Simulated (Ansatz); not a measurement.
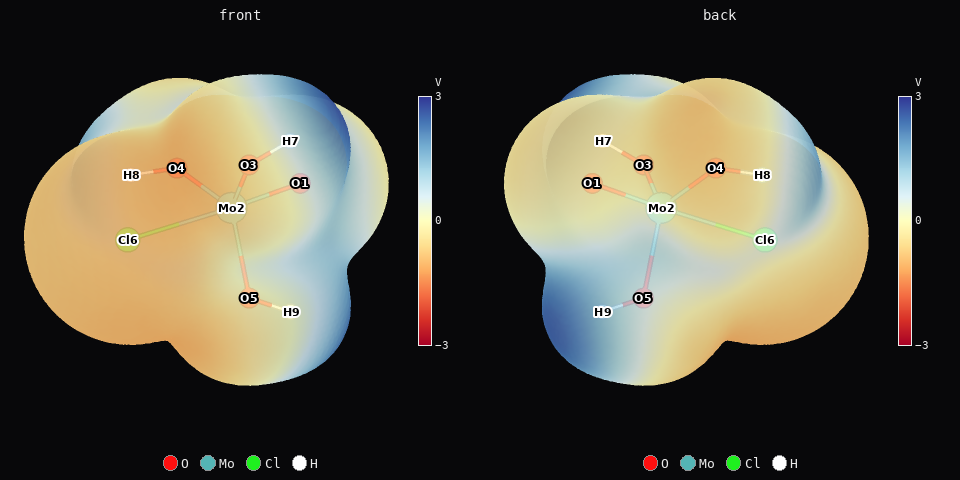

Figure. ClH$_{3}$MoO$_{4}$ (SMILES [O]=[Mo]([OH])([OH])([OH])[Cl]). The electrostatic potential painted on the density surface at 0.001 e/bohr³, seen from the front and from behind; the colour scale runs from red (negative) to blue (positive).

Geometry: PBE0-D4/def2-TZVP; core potentials replace the inner electrons of Mo.

Computed with Ansatz, RKS PBE0-D4/def2-TZVPP.

```xyz
9

O     0.4392   -1.0778    1.3582
Mo    0.0263   -0.0896    0.0768
O     1.7672    0.2508   -0.4838
O    -0.9774   -1.4303   -0.7416
O    -0.8129    1.2202    1.0973
Cl   -0.6542    1.2241   -1.8361
H     2.4864   -0.1372    0.0269
H    -1.3649   -1.1118   -1.5689
H    -0.8211    1.1052    2.0541
```

Which sites attract a positive test charge, and which a negative one?

A positive charge is drawn to the negative regions and a negative charge to the positive ones. The most negative region (about −1.1 V) lies over O3, O5 and Cl6, the most positive (about +2.6 V) over H7 and H9.
